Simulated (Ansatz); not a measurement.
# HfH$_{2}$ClO$_{2}$F: geometry relaxation

HfH$_{2}$ClO$_{2}$F, computed with RKS PBE0/def2-SVP (Ansatz 0.2.0).

It belongs to a series of runs on one base structure; here: start relaxed. Figures and captions count atoms from 1; the log counts them from 0 in places.

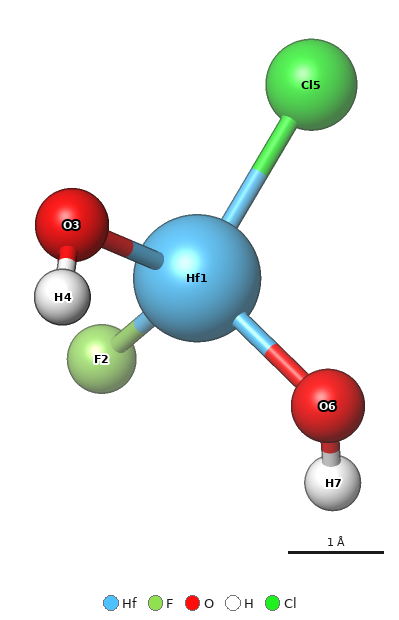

Figure 1. The structure as given in the input (ball-and-stick view, seen at a tilt; atoms are numbered from 1 in the order of the input). Sticks mark near contacts.

**Input**
```yaml
crystal:
  periodic: [false, false, false]
  atoms:
    - { symbol: Hf, position_ang: [0.0, 0.0, 0.0] }
    - { symbol: F, position_ang: [0.0, 0.0, 1.98] }
    - { symbol: O, position_ang: [1.952, 0.0, -0.6893] }
    - { symbol: H, position_ang: [2.2684, -0.9521, -0.806] }
    - { symbol: Cl, position_ang: [-1.1869, 2.0563, -0.8392] }
    - { symbol: O, position_ang: [-0.975, -1.6891, -0.6893] }
    - { symbol: H, position_ang: [-1.4296, -2.1548, 0.0831] }
basis:
  gaussian: { orbitals: def2-SVP }
hamiltonian:
  xc: pbe0
relax:
  f_tol: 0.02
  max_steps: 40
output:
  orbitals: {}
```

Run on 2 threads of Arm Neoverse V2, 24 GiB of memory available, shared host.

Command:
```bash
ansatz run input.yaml --threads 2 --pin off --max-ram 3072MiB --backend cpu --events-out ev --progress --plain --runs-dir out
```

**Output**
```
The last accepted step is kept in [file] (removed where the run ends without a failure and the disk answers)
Engine: ansatz 0.2.0, aarch64-unknown-linux-gnu
Functional definition: PBE0
  parameter a = 0.25
  parameter kappa = 0.804
  parameter beta = 0.06672455060314922
  exchange = (1 - a)*pbe_x(kappa = kappa, mu = beta*pi^2/3) + a*exact_x
  correlation = pbe_c(beta = beta)
1038 factors; integrals over basis functions are off by at most 4.9e-4 eV
mean field evaluation 1: about -20647.4124 eV, gradient 8.0e1 eV
mean field evaluation 2: about -20538.7548 eV, gradient 2.4e2 eV
mean field evaluation 4: about -20659.0663 eV, gradient 1.2e1 eV
mean field evaluation 8: about -20659.3791 eV, gradient 7.1e-1 eV
mean field evaluation 16: about -20659.3803 eV, gradient 5.6e-5 eV
mean field -20659.38025351 eV, -759.2182208857 hartree, gradient 5.6e-5 eV, S^2 0.000000; 0 other end points of the search recorded, 0 dependent functions left out
the calculation of the forces begins
reference -20659.38031168 eV, -759.2182230233 hartree; 28, 28 occupied and 74, 74 virtual orbitals, 1038 factors
relax step   1: F+E_penalty+E_count = -20659.38025351 eV  Δ(F+E_penalty+E_count) = +0.000e0 eV  max|allowed force component| = 2.760e0 eV/Å  Δτ_max = 0.0000 Å  (29 SCF iters, accepted)
these checks for a lower state are left out or cut short: starts, cluster_reference, orbital_swaps, neighbouring_geometries, increment
1038 factors; integrals over basis functions are off by at most 4.3e-4 eV
mean field -20660.02075384 eV, -759.2417588387 hartree, gradient 1.9e-5 eV, S^2 0.000000; 0 other end points of the search recorded, 0 dependent functions left out
the calculation of the forces begins
reference -20660.02081095 eV, -759.2417609374 hartree; 28, 28 occupied and 74, 74 virtual orbitals, 1038 factors
relax step   2: F+E_penalty+E_count = -20660.02075384 eV  Δ(F+E_penalty+E_count) = -6.405e-1 eV  max|allowed force component| = 1.835e0 eV/Å  Δτ_max = 0.1995 Å  (34 SCF iters, accepted)
these checks for a lower state are left out or cut short: starts, cluster_reference, orbital_swaps, neighbouring_geometries, increment
1038 factors; integrals over basis functions are off by at most 4.4e-4 eV
mean field evaluation 32: about -20660.2340 eV, gradient 6.2e-4 eV
mean field -20660.23401253 eV, -759.2495959510 hartree, gradient 1.4e-5 eV, S^2 0.000000; 0 other end points of the search recorded, 0 dependent functions left out
the calculation of the forces begins
reference -20660.23406975 eV, -759.2495980536 hartree; 28, 28 occupied and 74, 74 virtual orbitals, 1038 factors
relax step   3: F+E_penalty+E_count = -20660.23401253 eV  Δ(F+E_penalty+E_count) = -2.133e-1 eV  max|allowed force component| = 7.753e-1 eV/Å  Δτ_max = 0.0953 Å  (36 SCF iters, accepted)
these checks for a lower state are left out or cut short: starts, cluster_reference, orbital_swaps, neighbouring_geometries, increment
1038 factors; integrals over basis functions are off by at most 4.5e-4 eV
mean field -20660.29890313 eV, -759.2519806364 hartree, gradient 1.4e-5 eV, S^2 0.000000; 0 other end points of the search recorded, 0 dependent functions left out
the calculation of the forces begins
reference -20660.29896026 eV, -759.2519827361 hartree; 28, 28 occupied and 74, 74 virtual orbitals, 1038 factors
relax step   4: F+E_penalty+E_count = -20660.29890313 eV  Δ(F+E_penalty+E_count) = -6.489e-2 eV  max|allowed force component| = 4.345e-1 eV/Å  Δτ_max = 0.0713 Å  (29 SCF iters, accepted)
these checks for a lower state are left out or cut short: starts, cluster_reference, orbital_swaps, neighbouring_geometries, increment
1038 factors; integrals over basis functions are off by at most 4.4e-4 eV
mean field -20660.34963868 eV, -759.2538451335 hartree, gradient 1.4e-5 eV, S^2 0.000000; 0 other end points of the search recorded, 0 dependent functions left out
the calculation of the forces begins
reference -20660.34969553 eV, -759.2538472228 hartree; 28, 28 occupied and 74, 74 virtual orbitals, 1038 factors
relax step   5: F+E_penalty+E_count = -20660.34963868 eV  Δ(F+E_penalty+E_count) = -5.074e-2 eV  max|allowed force component| = 9.177e-1 eV/Å  Δτ_max = 0.1737 Å  (35 SCF iters, accepted)
these checks for a lower state are left out or cut short: starts, cluster_reference, orbital_swaps, neighbouring_geometries, increment
1038 factors; integrals over basis functions are off by at most 4.2e-4 eV
mean field -20660.44357181 eV, -759.2572971123 hartree, gradient 1.3e-5 eV, S^2 0.000000; 0 other end points of the search recorded, 0 dependent functions left out
the calculation of the forces begins
reference -20660.44362848 eV, -759.2572991951 hartree; 28, 28 occupied and 74, 74 virtual orbitals, 1038 factors
relax step   6: F+E_penalty+E_count = -20660.44357181 eV  Δ(F+E_penalty+E_count) = -9.393e-2 eV  max|allowed force component| = 4.143e-1 eV/Å  Δτ_max = 0.2000 Å  (34 SCF iters, accepted)
these checks for a lower state are left out or cut short: starts, cluster_reference, orbital_swaps, neighbouring_geometries, increment
1038 factors; integrals over basis functions are off by at most 4.1e-4 eV
mean field evaluation 64: about -20660.4553 eV, gradient 1.2e-5 eV
mean field -20660.45532171 eV, -759.2577289131 hartree, gradient 1.2e-5 eV, S^2 0.000000; 0 other end points of the search recorded, 0 dependent functions left out
the calculation of the forces begins
reference -20660.45537837 eV, -759.2577309953 hartree; 28, 28 occupied and 74, 74 virtual orbitals, 1038 factors
relax step   7: F+E_penalty+E_count = -20660.45532171 eV  Δ(F+E_penalty+E_count) = -1.175e-2 eV  max|allowed force component| = 1.304e-1 eV/Å  Δτ_max = 0.0988 Å  (29 SCF iters, accepted)
these checks for a lower state are left out or cut short: starts, cluster_reference, orbital_swaps, neighbouring_geometries, increment
1038 factors; integrals over basis functions are off by at most 4.0e-4 eV
mean field -20660.45592543 eV, -759.2577510995 hartree, gradient 1.3e-5 eV, S^2 0.000000; 0 other end points of the search recorded, 0 dependent functions left out
the calculation of the forces begins
reference -20660.45598211 eV, -759.2577531824 hartree; 28, 28 occupied and 74, 74 virtual orbitals, 1038 factors
relax step   8: F+E_penalty+E_count = -20660.45592543 eV  Δ(F+E_penalty+E_count) = -6.037e-4 eV  max|allowed force component| = 5.343e-2 eV/Å  Δτ_max = 0.0273 Å  (31 SCF iters, accepted)
these checks for a lower state are left out or cut short: starts, cluster_reference, orbital_swaps, neighbouring_geometries, increment
1038 factors; integrals over basis functions are off by at most 4.0e-4 eV
mean field -20660.45626510 eV, -759.2577635823 hartree, gradient 1.3e-5 eV, S^2 0.000000; 0 other end points of the search recorded, 0 dependent functions left out
the calculation of the forces begins
reference -20660.45632177 eV, -759.2577656646 hartree; 28, 28 occupied and 74, 74 virtual orbitals, 1038 factors
relax step   9: F+E_penalty+E_count = -20660.45626510 eV  Δ(F+E_penalty+E_count) = -3.397e-4 eV  max|allowed force component| = 3.026e-3 eV/Å  Δτ_max = 0.0093 Å  (31 SCF iters, accepted)
1038 factors; integrals over basis functions are off by at most 4.0e-4 eV
mean field evaluation 96: about -20660.4563 eV, gradient 1.9e-5 eV
```

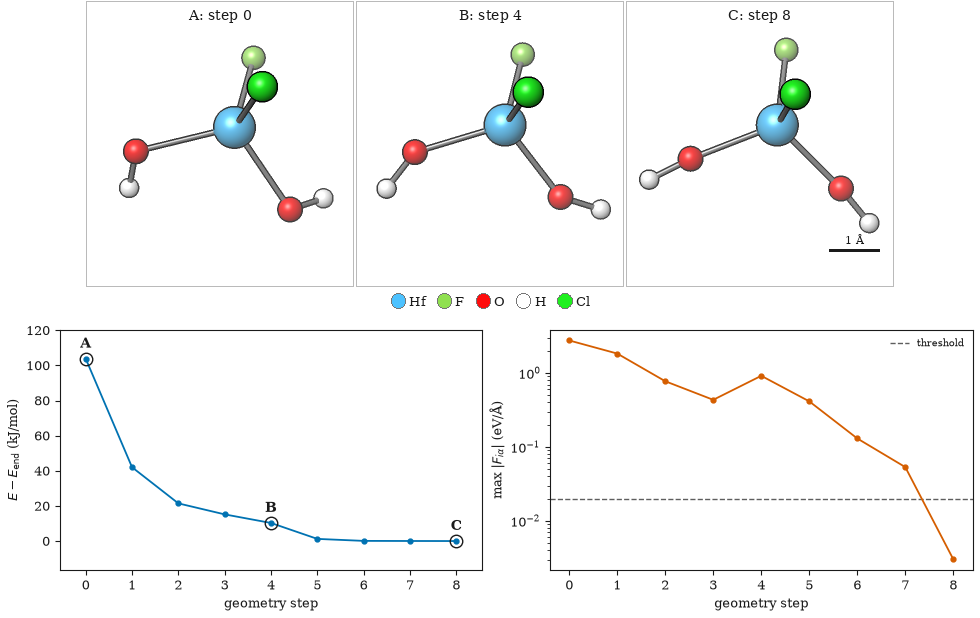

Figure 2. Frames of the relaxation (ball-and-stick view, seen at a tilt) above the curves, on which the letters mark them (the first geometry is step 0 here and step 1 in the log).

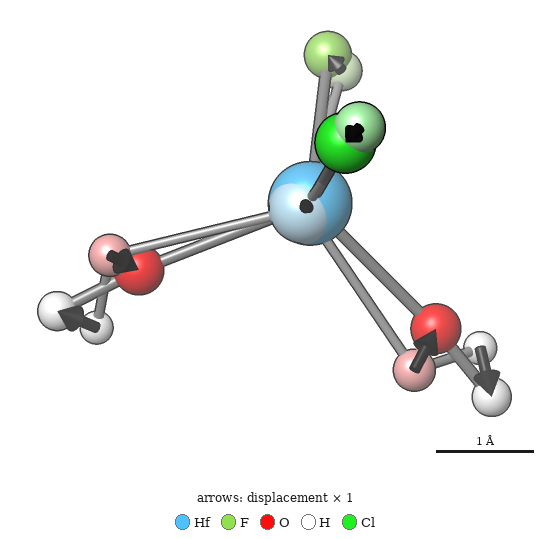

Figure 3. Start (faint) and end (solid) with the displacements as black arrows, at true length (ball-and-stick view, seen at a tilt). The two geometries are laid on each other by the best rigid fit. After 8 geometry steps the energy has fallen by 103.8 kJ/mol. The largest force component goes from 2.8 to 0.003 eV/Å. The largest move after the best rigid fit is that of H7, 0.57 Å. Largest moves by element: H 0.57 Å, O 0.52 Å, Cl 0.26 Å, F 0.24 Å, Hf 0.12 Å. Distances before and after: Hf1–O3 2.070 → 1.908 Å, Hf1–Cl5 2.518 → 2.374 Å, Hf1–F2 1.980 → 1.914 Å, O3–H4 1.010 → 0.955 Å. Among the angles that change: Hf1–O3–H4 109.5° → 174.1°. (Atoms are counted from 1 in the order of the input.)

```
mean field -20660.45626510 eV, -759.2577635823 hartree, gradient 1.3e-5 eV, S^2 0.000000; 1 other end points of the search recorded, 0 dependent functions left out
the calculation of the forces begins
reference -20660.45632177 eV, -759.2577656646 hartree; 28, 28 occupied and 74, 74 virtual orbitals, 1038 factors
Total energy: -20660.45632177 eV, -759.2577656646 hartree
Atom 0 at    -0.025802    -0.043109     0.110674 Å, force     0.000322    -0.000473    -0.003026 eV/Å
Atom 1 at     0.134347     0.222476     1.999853 Å, force    -0.000055     0.000895     0.000572 eV/Å
Atom 2 at     1.719213    -0.315989    -0.611666 Å, force    -0.001681    -0.000510    -0.000283 eV/Å
Atom 3 at     2.563362    -0.543828    -0.995895 Å, force    -0.000052     0.000321     0.001030 eV/Å
Atom 4 at    -1.010119     1.873815    -0.886232 Å, force     0.000697    -0.000675     0.001702 eV/Å
Atom 5 at    -1.136531    -1.564489    -0.193724 Å, force     0.000132     0.000161    -0.000971 eV/Å
Atom 6 at    -1.615569    -2.368575    -0.383709 Å, force     0.000636     0.000281     0.000976 eV/Å
Dipole moment:     0.252127    -0.680792    -0.306277 e Å
```

**Trajectory as extended XYZ (Å, eV, eV/Å), 9 frames, from step=1 to step=9**
```
7
Properties=species:S:1:pos:R:3:forces:R:3 step=1 energy=-20659.38025
Hf    0.0000    0.0000    0.0000    0.3000   0.1214  -0.6646
F     0.0000    0.0000    1.9800   -0.0430  -0.1388  -1.9662
O     1.9520    0.0000   -0.6893   -2.1308  -2.1572   0.7871
H     2.2684   -0.9521   -0.8060   -0.2890   1.8713   0.0554
Cl   -1.1869    2.0563   -0.8392    0.9363  -1.6118   0.6707
O    -0.9750   -1.6891   -0.6893    0.5301   1.3099   2.7605
H    -1.4296   -2.1548    0.0831    0.6964   0.6053  -1.6429
7
Properties=species:S:1:pos:R:3:forces:R:3 step=2 energy=-20660.02075
Hf   -0.0158    0.0500   -0.0365    0.7405  -1.1233   0.6922
F    -0.0268   -0.0205    1.8603   -0.0512   0.0207   0.5332
O     1.8045   -0.0444   -0.6363    1.0823  -1.4480  -0.5088
H     2.2289   -0.9185   -0.8318   -0.2996   1.3055   0.1583
Cl   -1.0847    1.8945   -0.7827   -1.0572   1.8355  -0.7845
O    -0.8663   -1.5852   -0.5873   -1.1359  -1.1351   1.0713
H    -1.4109   -2.1155    0.0536    0.7211   0.5448  -1.1618
7
Properties=species:S:1:pos:R:3:forces:R:3 step=3 energy=-20660.23401
Hf   -0.0005    0.0291    0.0029    0.2389  -0.2668  -0.0315
F    -0.0390   -0.0043    1.9132   -0.0017   0.0326   0.0275
O     1.8370   -0.0612   -0.6247   -0.0010  -0.7753  -0.1106
H     2.2840   -0.8829   -0.9008   -0.0758   0.6590   0.1057
Cl   -1.1031    1.9384   -0.8225   -0.1464   0.2363  -0.1145
O    -0.8720   -1.6198   -0.5458   -0.3861  -0.0513   0.6982
H    -1.4775   -2.1391    0.0170    0.3722   0.1654  -0.5747
7
Properties=species:S:1:pos:R:3:forces:R:3 step=4 energy=-20660.29890
Hf    0.0038    0.0233    0.0309    0.0109   0.0249  -0.2232
F    -0.0376    0.0305    1.9430    0.0315   0.0220  -0.0208
O     1.8304   -0.0964   -0.6136   -0.1566  -0.3963   0.0205
H     2.3332   -0.8532   -0.9430    0.0143   0.3270   0.0397
Cl   -1.1028    1.9467   -0.8389    0.0724  -0.1155   0.0508
O    -0.8992   -1.6029   -0.5109   -0.1098   0.1052   0.4345
H    -1.4988   -2.1878   -0.0283    0.1373   0.0326  -0.3016
7
Properties=species:S:1:pos:R:3:forces:R:3 step=5 energy=-20660.34964
Hf    0.0012    0.0001    0.0663   -0.0052   0.1143  -0.0791
F    -0.0005    0.0975    1.9801    0.0191   0.0244  -0.1016
O     1.8147   -0.1479   -0.5705    0.7007  -0.9177  -0.5878
H     2.4484   -0.7516   -1.0240   -0.8130   0.9001   0.6248
Cl   -1.0779    1.9198   -0.8649    0.1052  -0.1828   0.0921
O    -0.9497   -1.5969   -0.4216   -0.7521  -0.6222   0.4889
H    -1.6074   -2.2607   -0.1260    0.7454   0.6840  -0.4373
7
Properties=species:S:1:pos:R:3:forces:R:3 step=6 energy=-20660.44357
Hf   -0.0091   -0.0286    0.1049   -0.0035  -0.2187  -0.2506
F     0.0809    0.2008    2.0000    0.0256   0.0149   0.0649
O     1.7646   -0.2653   -0.5851   -0.3960   0.1285   0.1920
H     2.5333   -0.6068   -1.0289    0.2307  -0.0759  -0.1103
Cl   -1.0371    1.8812   -0.8736    0.0457  -0.0642   0.0320
O    -1.0581   -1.5870   -0.2700    0.2204   0.4143   0.1165
H    -1.6456   -2.3341   -0.3081   -0.1229  -0.1990  -0.0445
7
Properties=species:S:1:pos:R:3:forces:R:3 step=7 energy=-20660.45532
Hf   -0.0237   -0.0407    0.1105   -0.0303   0.1304   0.1204
F     0.1190    0.2336    2.0029    0.0104  -0.0289  -0.0780
O     1.7231   -0.3085   -0.6061    0.0762  -0.0289  -0.0403
H     2.5499   -0.5691   -1.0084   -0.0201   0.0191   0.0195
Cl   -1.0131    1.8814   -0.8755    0.0119  -0.0310  -0.0049
O    -1.1231   -1.5657   -0.1986   -0.0637  -0.0924  -0.0252
H    -1.6032   -2.3707   -0.3854    0.0156   0.0317   0.0086
7
Properties=species:S:1:pos:R:3:forces:R:3 step=8 energy=-20660.45592
Hf   -0.0260   -0.0388    0.1163    0.0169  -0.0534  -0.0502
F     0.1361    0.2163    2.0065   -0.0027   0.0166   0.0164
O     1.7164   -0.3153   -0.6111   -0.0147   0.0134   0.0175
H     2.5586   -0.5455   -0.9978    0.0086  -0.0033  -0.0041
Cl   -1.0107    1.8696   -0.8945   -0.0056   0.0194   0.0093
O    -1.1326   -1.5613   -0.1959    0.0021   0.0191   0.0151
H    -1.6130   -2.3647   -0.3841   -0.0046  -0.0117  -0.0041
7
Properties=species:S:1:pos:R:3:forces:R:3 step=9 energy=-20660.45627
Hf   -0.0258   -0.0431    0.1107    0.0003  -0.0005  -0.0030
F     0.1343    0.2225    1.9999   -0.0001   0.0009   0.0006
O     1.7192   -0.3160   -0.6117   -0.0017  -0.0005  -0.0003
H     2.5634   -0.5438   -0.9959   -0.0001   0.0003   0.0010
Cl   -1.0101    1.8738   -0.8862    0.0007  -0.0007   0.0017
O    -1.1365   -1.5645   -0.1937    0.0001   0.0002  -0.0010
H    -1.6156   -2.3686   -0.3837    0.0006   0.0003   0.0010
```

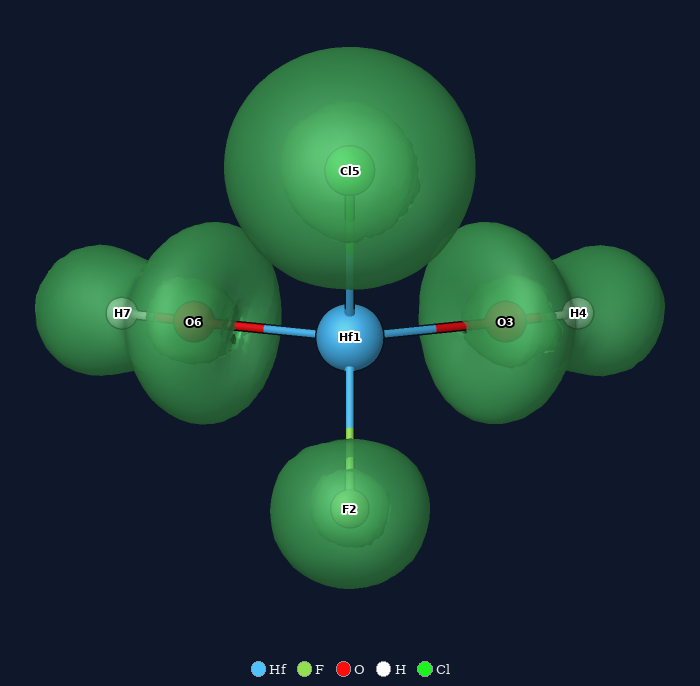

Figure 4. Isosurface of the electron localisation function at 0.75 (green), seen from the side. Core shells and regions of very low density are left out. Values along the shortest contacts: Hf–O (1.91 Å): the ELF peaks at about 0.80 in the valence shell of O, 0.5 Å from its nucleus, and drops to about 0.20 between the two atoms. Hf–F (1.91 Å): the ELF peaks at about 0.85 in the valence shell of F, 0.5 Å from its nucleus, and drops to about 0.20 between the two atoms.

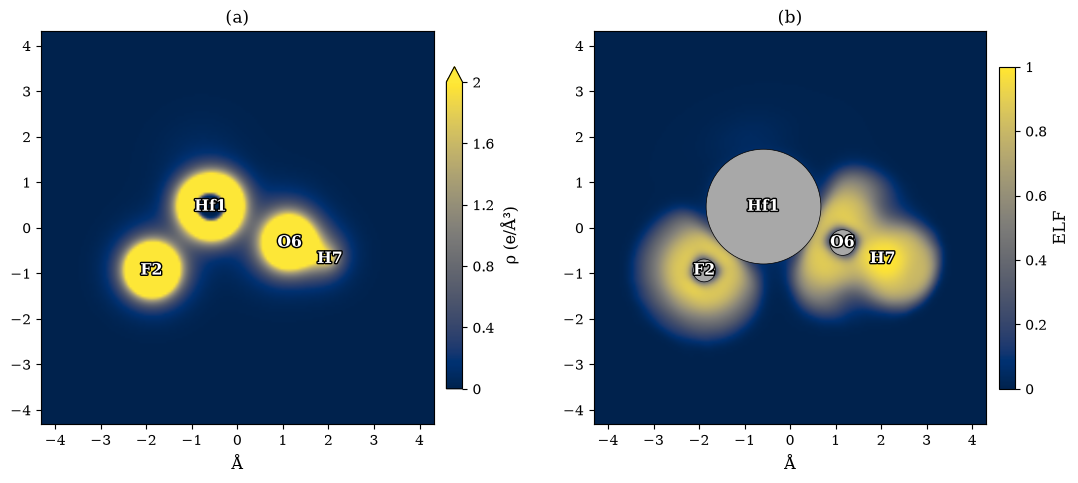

Figure 5. (a) total electron density; (b) ELF on the plane of atoms F2, Hf1 and O6. Grey discs, where drawn, cover atomic cores. Hf–O (1.91 Å): ρ is about 0.88 e/Å³ halfway; the ELF peaks at about 0.80 in the valence shell of O, 0.5 Å from its nucleus, and drops to about 0.20 between the two atoms. Hf–F (1.91 Å): ρ at the midpoint is about 0.89 e/Å³; the ELF peaks at about 0.85 in the valence shell of F, 0.5 Å from its nucleus, and drops to about 0.20 between the two atoms.

**Key numbers**

- outcome: converged
- total energy: −20660.4563 eV
- mean-field energy: −20660.4563 eV
- largest force (length of the vector) at the end: 0.003 eV/Å
- wall time: 33 s (CPU time 64 s)
- peak memory: 0.22 GiB
